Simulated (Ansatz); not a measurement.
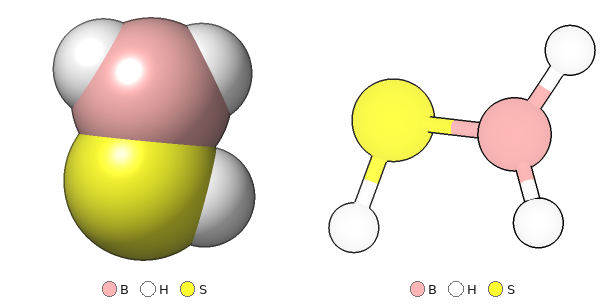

The same structure drawn twice, from different directions.

Question: Count the atoms of each element.

Answer: BH3S, 5 atoms: 1 boron, 3 hydrogen and 1 sulfur.

Question: What is the point group of this geometry?

Answer: Cs.

The parts below concern this one geometry. Atoms keep their numbers from picture to picture. Computed geometry: PBE0-D4/def2-TZVP optimisation.

### Shape

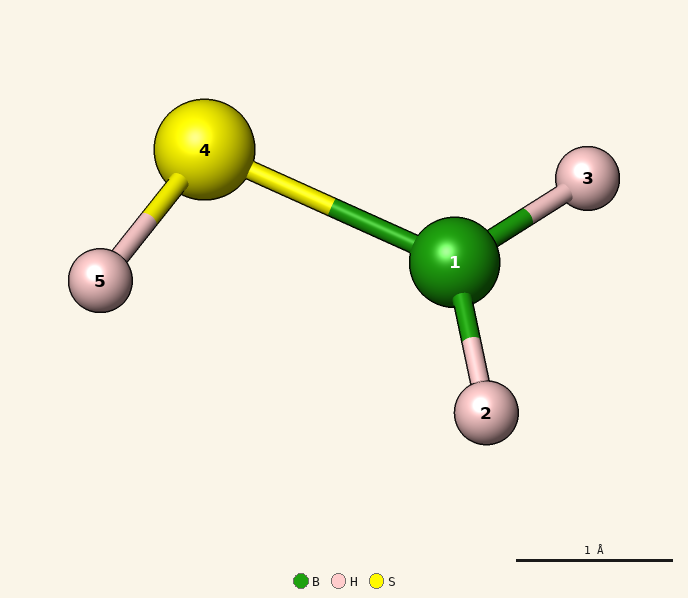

Give the bond lengths.

```csv
bond,length (Å)
B1–H2,1.190
B1–H3,1.192
B1–S4,1.765
S4–H5,1.344
```

### Electronic properties

Properties computed with RKS PBE0-D4/def2-TZVPP (Ansatz 0.2.0).

Question: Estimate the HOMO–LUMO gap.

Answer: 7.17 eV.

Question: Give the HOMO energy (Kohn–Sham orbital) at this level.

Answer: −8.48 eV.

### Dipole moment

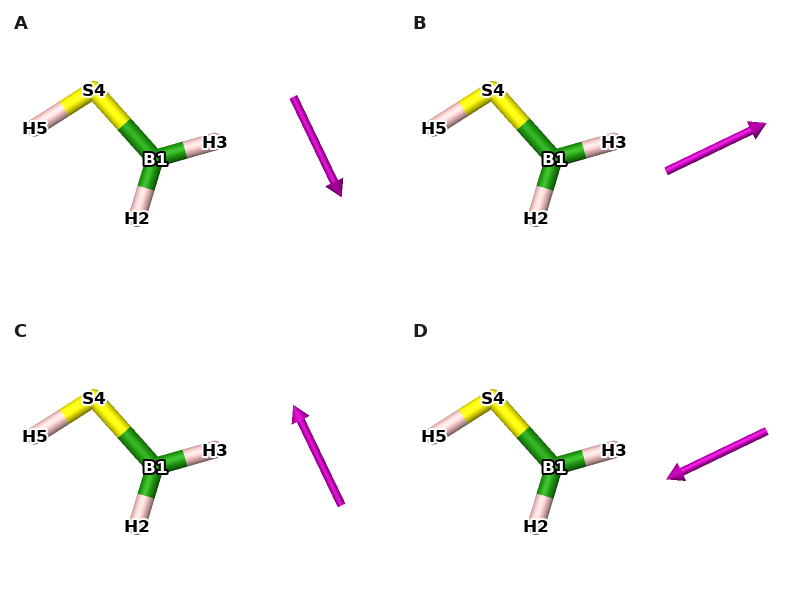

The same molecule four times, each with an arrow. Level of theory: RKS PBE0-D4/def2-TZVP (Ansatz 0.2.0).

Question: Which arrow points along the dipole moment, from the negative to the positive end?

Answer: D. The dipole moment is 0.93 D; it points from the side of H3 to the side of H5 (the outermost atoms at the two ends).

### Charges

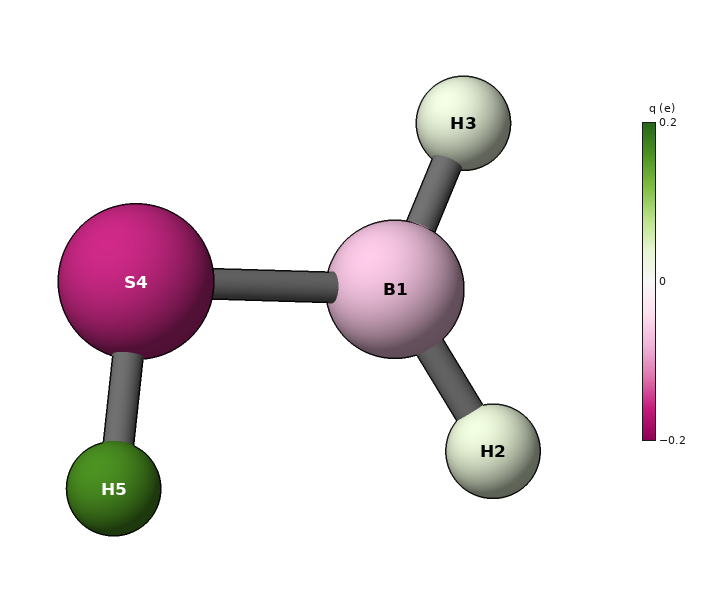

Atoms are coloured by their Mulliken charges. Method: RKS PBE0-D4/def2-TZVP (Ansatz 0.2.0).

Question: Which atom carries the highest charge (most positive or least negative)?

Answer: H5 (0.16 e).

Question: And the lowest?

Answer: S4 (−0.15 e).

Give the Mulliken charges atom by atom.

| atom | value (e) |
| --- | --- |
| B1 | −0.07 |
| H2 | 0.03 |
| H3 | 0.03 |
| S4 | −0.15 |
| H5 | 0.16 |

Mulliken values depend strongly on the basis set and can even reverse the polarity of a bond.
